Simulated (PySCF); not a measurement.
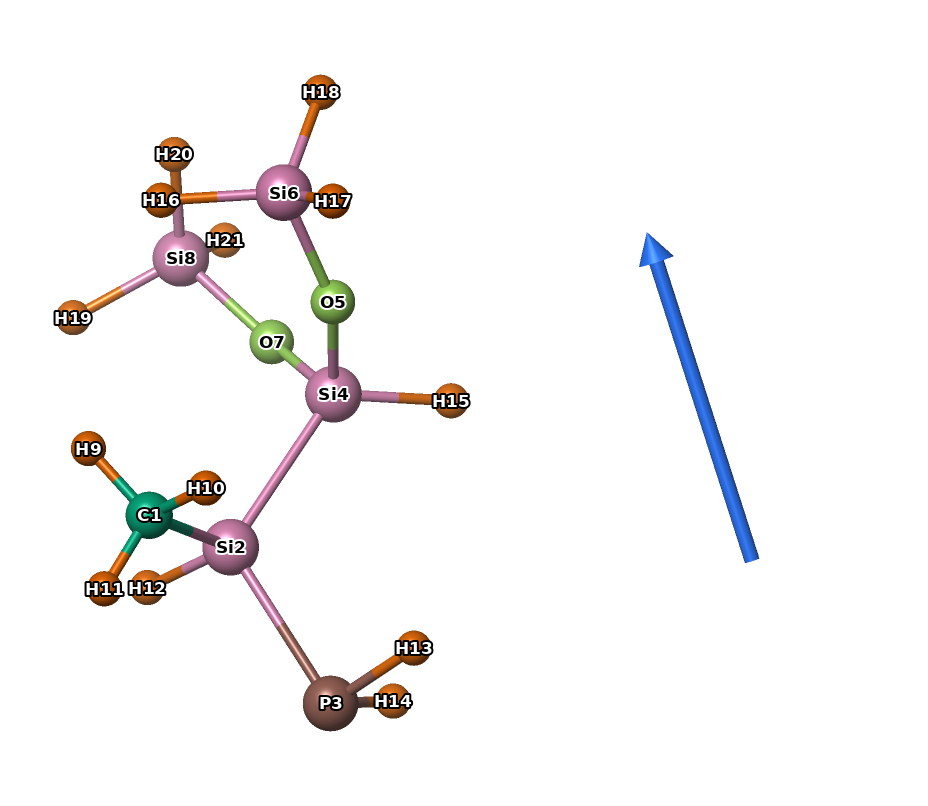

The arrow beside the molecule shows the direction of the dipole moment, from the negative to the positive end (its length means nothing). The geometry was computed by an optimisation with GFN2-xTB. No frequency run is at hand to confirm it as a minimum. Level of theory: PBE0/pcSseg-1, gas phase (PySCF 2.14.0).

Q: How large is the dipole moment?

A: 1.88 D; it points from the side of H14 to the side of H18 (the outermost atoms at the two ends).

The geometry is semi-empirical. Around P, Si such bond lengths and angles can be off by a tenth of an ångström or more and by several degrees, and values that hang on the shape move with them.
